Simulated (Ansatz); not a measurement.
**BNH2Cl2 (SMILES NB(Cl)Cl): CCSD/pc-1 (density fitting with def2-universal-jkfit, def2-SVP-rifit for correlation)**

What is the energy difference between two shapes of BNH2Cl2 at CCSD/pc-1 (density fitting with def2-universal-jkfit, def2-SVP-rifit for correlation)? 

Program for the calculation: Ansatz 0.2.0.

6 further runs of the same task are left out: 1 for a known fault of the program, 1 that didn't finish, 4 set aside as unsound or not needed.

## Step 1: Starting point

BNH2Cl2: 6 atoms, total charge 0, spin state singlet. SMILES: `NB(Cl)Cl`. The coordinates come from a PBE0-D4/def2-TZVP relaxation.

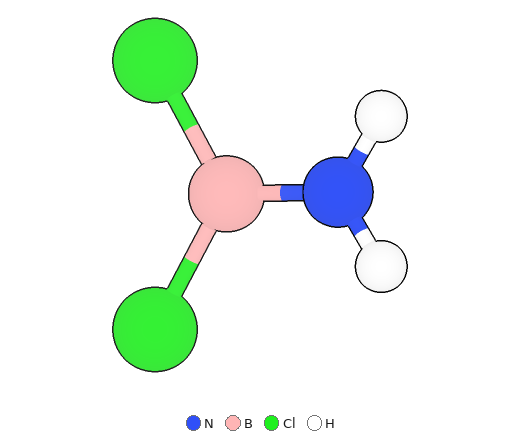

Viewed from a chosen angle; nitrogen blue, boron pink, chlorine green, hydrogen white.

## Step 2: A single-point energy at CCSD/pc-1 (density fitting with def2-universal-jkfit, def2-SVP-rifit for correlation)

molecule.yaml reads:

```yaml
crystal:
  periodic: [false, false, false]
  atoms:
    - {symbol: N, position_ang: [0.479500, 0.537500, 0.353200]}
    - {symbol: B, position_ang: [-0.329000, -0.400500, -0.264400]}
    - {symbol: Cl, position_ang: [-2.038200, -0.065500, -0.525000]}
    - {symbol: Cl, position_ang: [0.342900, -1.939100, -0.796300]}
    - {symbol: H, position_ang: [1.458300, 0.378700, 0.517300]}
    - {symbol: H, position_ang: [0.128700, 1.425000, 0.668800]}
basis:
  gaussian:
    orbitals: pc-1.json
    fitting: {mean_field: def2-universal-jkfit, correlation: def2-SVP-rifit.json}
correlation:
  method: ccsd
  electrons: all
  diis_vectors: 3
output: {orbitals: {seedname: orbitals}}
hamiltonian:
  pseudopotentials: {relativity: none}
```

The basis set pc-1 is read from a file made from the Basis Set Exchange's data (not shown).

On the command line:

```sh
$ ansatz run molecule.yaml --threads 1 --pin off --max-ram 2610MiB --events-out events.jsonl --progress --plain --runs-dir runs
```

What it wrote:

```text
Warning: RAYON_NUM_THREADS=1 ignored (pool sized by the plan → 1); use --threads N
Functional definition: HF
  name "HF"
  exchange = exact_x
  correlation = 0
444 factors; integrals over basis functions are off by at most 1.4e-1 eV
248 factors; integrals over basis functions are off by at most 1.3e1 eV
mean field evaluation 1: about -27192.5985 eV, gradient 3.1e1 eV
mean field evaluation 2: about -27194.3825 eV, gradient 1.5e1 eV
mean field evaluation 4: about -27194.8808 eV, gradient 5.1e-1 eV
mean field evaluation 8: about -27192.5988 eV, gradient 3.1e1 eV
mean field -27194.88179798 eV, -999.3934727228 hartree, gradient 1.3e-6 eV, S^2 0.000000; 0 other end points of the search recorded, 0 dependent functions left out
reference -27194.88179798 eV, -999.3934727228 hartree; 24, 24 occupied and 50, 50 virtual orbitals, 248 factors
second order -14.61809143 eV of doubles, -0.00000000 eV of singles
cycle   1  -15.15431517 eV  change   -5.4e-1 eV  update   7.6e-2
cycle   2  -15.44873947 eV  change   -2.9e-1 eV  update   2.1e-2
cycle   3  -15.51429803 eV  change   -6.6e-2 eV  update   1.1e-2
cycle   4  -15.50945332 eV  change    4.8e-3 eV  update   2.8e-3
cycle   5  -15.50936121 eV  change    9.2e-5 eV  update   9.2e-4
cycle   6  -15.50883379 eV  change    5.3e-4 eV  update   2.7e-4
cycle   7  -15.50888416 eV  change   -5.0e-5 eV  update   9.6e-5
cycle   8  -15.50890346 eV  change   -1.9e-5 eV  update   4.0e-5
cycle   9  -15.50894134 eV  change   -3.8e-5 eV  update   1.4e-5
Total energy: -27210.39073932 eV, -999.9634158046 hartree
```

Wall time 6 s (1 thread of Arm Neoverse V1, shared host); peak memory 0.26 GiB.

## Step 3: The distorted shape at the same level

molecule.yaml reads:

```yaml
crystal:
  periodic: [false, false, false]
  atoms:
    - {symbol: N, position_ang: [0.557321, 0.509751, 0.309103]}
    - {symbol: B, position_ang: [-0.350138, -0.405463, -0.240482]}
    - {symbol: Cl, position_ang: [-2.027893, -0.101999, -0.429878]}
    - {symbol: Cl, position_ang: [0.285341, -1.945218, -0.806461]}
    - {symbol: H, position_ang: [1.560332, 0.366267, 0.542870]}
    - {symbol: H, position_ang: [0.088963, 1.428392, 0.591867]}
basis:
  gaussian:
    orbitals: pc-1.json
    fitting: {mean_field: def2-universal-jkfit, correlation: def2-SVP-rifit.json}
correlation:
  method: ccsd
  electrons: all
  diis_vectors: 3
output: {orbitals: {seedname: orbitals}}
hamiltonian:
  pseudopotentials: {relativity: none}
```

The basis set pc-1 is read from a file made from the Basis Set Exchange's data (not shown).

On the command line:

```sh
$ ansatz run molecule.yaml --threads 1 --pin off --max-ram 2610MiB --events-out events.jsonl --progress --plain --runs-dir runs
```

What it wrote, shortened:

```text
Warning: RAYON_NUM_THREADS=1 ignored (pool sized by the plan → 1); use --threads N
[... 2 set-up lines as earlier in the session ...]
[...]
444 factors; integrals over basis functions are off by at most 1.7e-1 eV
248 factors; integrals over basis functions are off by at most 1.3e1 eV
[...]
mean field -27194.58084481 eV, -999.3824128978 hartree, gradient 1.5e-6 eV, S^2 0.000000; 0 other end points of the search recorded, 0 dependent functions left out
reference -27194.58084481 eV, -999.3824128978 hartree; 24, 24 occupied and 50, 50 virtual orbitals, 248 factors
second order -14.70486656 eV of doubles, -0.00000000 eV of singles
cycle   1  -15.21789114 eV  change   -5.1e-1 eV  update   7.8e-2
[...]
cycle  10  -15.58544845 eV  change   -1.6e-5 eV  update   5.2e-6
Total energy: -27210.16629326 eV, -999.9551675640 hartree
```

Wall time 6.6 s (1 thread of Arm Neoverse V1, shared host); peak memory 0.26 GiB.

## Step 4: Outcome

Level: CCSD/pc-1 (density fitting with def2-universal-jkfit, def2-SVP-rifit for correlation).

```
                                              quantity          value
                             first shape: total energy  -999.96342 Eh
      first shape: HOMO energy (Hartree–Fock orbitals)      -12.11 eV
      first shape: LUMO energy (Hartree–Fock orbitals)        4.10 eV
    first shape: HOMO–LUMO gap (Hartree–Fock orbitals)       16.21 eV
                       first shape: correlation energy     -569.9 mEh
                            first shape: T1 diagnostic          0.008
                         distorted shape: total energy  -999.95517 Eh
  distorted shape: HOMO energy (Hartree–Fock orbitals)      -11.96 eV
  distorted shape: LUMO energy (Hartree–Fock orbitals)        3.99 eV
distorted shape: HOMO–LUMO gap (Hartree–Fock orbitals)       15.96 eV
                   distorted shape: correlation energy     -572.8 mEh
                        distorted shape: T1 diagnostic          0.008
                energy change with the atoms displaced       0.224 eV
```

**Reading.** With the atoms displaced the energy rises by 0.22 eV (21.7 kJ/mol). The first shape isn't relaxed at this level, so the change isn't measured from a minimum.
